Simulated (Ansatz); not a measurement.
**Run report: Si4H12O4, single-point calculation**

- system: Si4H12O4
- method: RKS PBE0-D4/def2-TZVPP (Ansatz 0.2.0)

The geometry is the product side of a reaction. The reaction was set up to form Si1–O10 and O2–H9 and to break Si1–O2 and H9–O10 (atoms counted from 1 in the order of the input); sticks are drawn by distance alone. The geometry comes from this level: PBE0-D4/def2-TZVP.

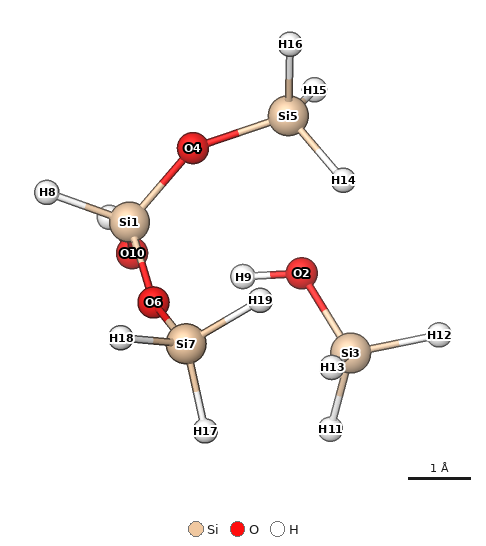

Fig. 1: The structure as given in the input (ball-and-stick view, seen at a tilt; atoms are numbered from 1 in the order of the input). Bond lengths as drawn: H–O 0.96 to 0.97 Å, H–Si 1.47 to 1.49 Å and O–Si 1.61 to 1.65 Å.

## Input
```yaml
crystal:
  periodic: [false, false, false]
  atoms:
    - {symbol: Si, position_ang: [-1.608175, 0.458101, 0.885541]}
    - {symbol: O, position_ang: [0.186918, 0.549755, -2.017720]}
    - {symbol: Si, position_ang: [1.064930, -0.805362, -2.311267]}
    - {symbol: O, position_ang: [-0.472055, 1.580521, 1.116509]}
    - {symbol: Si, position_ang: [1.001077, 2.193806, 0.711313]}
    - {symbol: O, position_ang: [-1.000155, -1.032660, 0.958885]}
    - {symbol: Si, position_ang: [0.004670, -2.114949, 1.670379]}
    - {symbol: H, position_ang: [-2.663832, 0.668360, 1.891911]}
    - {symbol: H, position_ang: [-0.736603, 0.456294, -1.739683]}
    - {symbol: O, position_ang: [-2.244611, 0.552264, -0.634161]}
    - {symbol: H, position_ang: [0.369878, -1.723572, -3.255069]}
    - {symbol: H, position_ang: [2.348882, -0.356480, -2.900838]}
    - {symbol: H, position_ang: [1.351926, -1.568606, -1.063931]}
    - {symbol: H, position_ang: [1.958525, 1.101855, 0.411068]}
    - {symbol: H, position_ang: [0.870024, 3.111552, -0.443522]}
    - {symbol: H, position_ang: [1.484773, 2.953053, 1.892265]}
    - {symbol: H, position_ang: [0.079526, -3.317617, 0.809356]}
    - {symbol: H, position_ang: [-0.541534, -2.485715, 3.001461]}
    - {symbol: H, position_ang: [1.355031, -1.523856, 1.843411]}
    - {symbol: H, position_ang: [-2.809295, 1.303355, -0.826006]}
basis:
  gaussian: {orbitals: def2-TZVPP}
hamiltonian: {xc: pbe0, dispersion: d4}
output: {orbitals: {seedname: orbitals}}
```

Run on 4 CPU threads, shared host.

Launched with:
```bash
ansatz run in.yaml --threads 4 --pin off --events-out ev --progress --plain --max-ram 63488MiB --backend cuda --devices 0, --max-vram 37GiB
```

## What the program printed
```
Functional definition: PBE0
  name "PBE0"
  cite "Adamo & Barone, J. Chem. Phys. 110, 6158 (1999) doi:10.1063/1.478522"
  cite "Perdew, Burke & Ernzerhof, Phys. Rev. Lett. 77, 3865 (1996) doi:10.1103/PhysRevLett.77.3865"
  parent pbe
  parameter a = 0.25
  parameter kappa = 0.804
  parameter beta = 0.06672455060314922
  exchange = (1 - a)*pbe_x(kappa = kappa, mu = beta*pi^2/3) + a*exact_x
  correlation = pbe_c(beta = beta)
2476 factors; their error is unknown
mean field evaluation 1: about -39869.6467 eV, gradient 9.7e1 eV
mean field evaluation 2: about -39845.3003 eV, gradient 1.5e2 eV
mean field evaluation 4: about -39883.7779 eV, gradient 6.4e0 eV
mean field evaluation 8: about -39883.8349 eV, gradient 4.7e-2 eV
mean field evaluation 16: about -39883.9201 eV, gradient 1.6e-4 eV
mean field -39883.92006295 eV, -1465.7070280216 hartree, gradient 2.6e-5 eV, S^2 0.000000; 0 other end points of the search recorded, 0 dependent functions left out
reference -39883.92011121 eV, -1465.7070297951 hartree; 50, 50 occupied and 410, 410 virtual orbitals, 2476 factors
Total energy: -39884.44554891 eV, -1465.7263392741 hartree
```

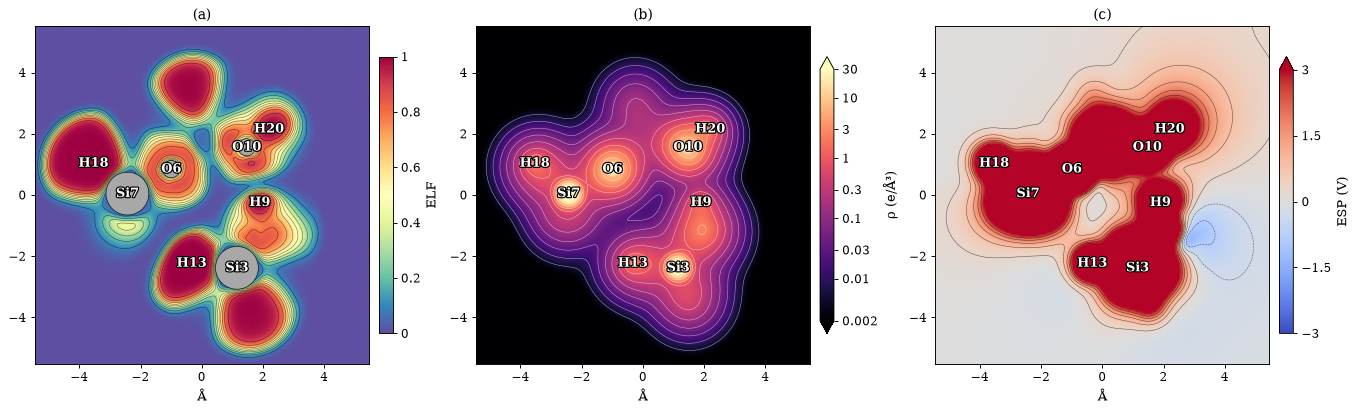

Fig. 2: (a) ELF; (b) total electron density; (c) molecular electrostatic potential on the plane of atoms O6, Si7 and H18. Grey discs, where drawn, cover atomic cores. The section cuts through Si, O and H sites. O10···H9 (1.87 Å): ρ at the midpoint is about 0.41 e/Å³, with its minimum of 0.21 e/Å³ about 1.2 Å from O; the ELF is only about 0.10 between them; a closed-shell contact with the geometry of a hydrogen bond. Si–H (1.49 Å): ρ is about 0.81 e/Å³ halfway; the ELF climbs to about 1 towards the hydrogen.

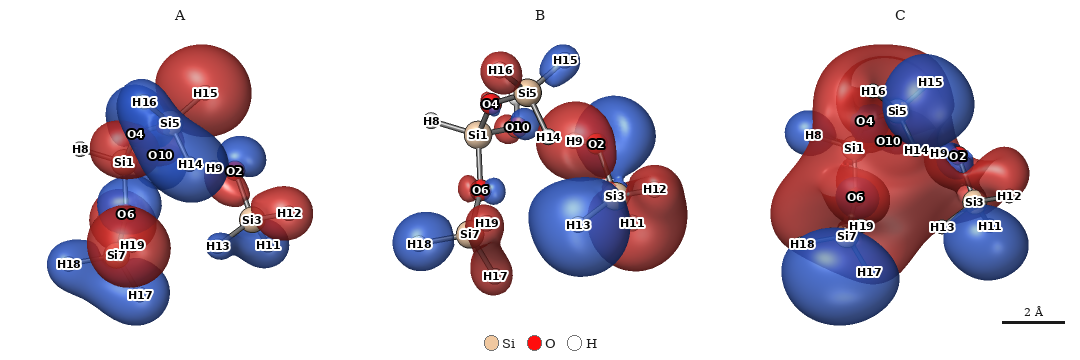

Fig. 3: Three frontier orbitals at ±0.04 Å⁻³ᐟ² (blue and red are the two phases). A is the HOMO−1 (−8.89 eV). By Hirshfeld shares it lies mainly on O4 (20 %), Si5 (15 %), H15 (15 %) and O6 (10 %). B is the HOMO (−8.48 eV). Its weight (Hirshfeld) is mainly on O2 (40 %), Si3 (20 %), H13 (15 %) and H11 (10 %); π-antibonding (π*) across O2–Si3. C is the LUMO (−0.15 eV). By Hirshfeld shares it lies mainly on Si7 (25 %), Si5 (15 %) and Si3 (10 %). The HOMO–LUMO gap is 8.33 eV between the orbital energies.

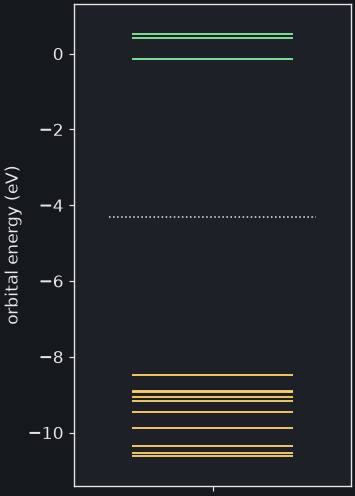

Fig. 4: Orbital energies near the frontier; the dotted line parts filled from empty levels, and levels within 0.02 eV of each other stand side by side. Highest filled −8.48 eV, lowest empty −0.15 eV, 8.33 eV apart.

## Summary

- outcome: converged
- total energy: −39884.4455 eV
- mean-field energy: −39883.9201 eV
- dispersion energy: −0.5254 eV
- SCF solution under orbital rotations: stable
- HOMO: −8.48 eV
- LUMO: −0.15 eV
- wall time: 3.3 s (CPU time 4.9 s)
- peak memory: 1.3 GiB
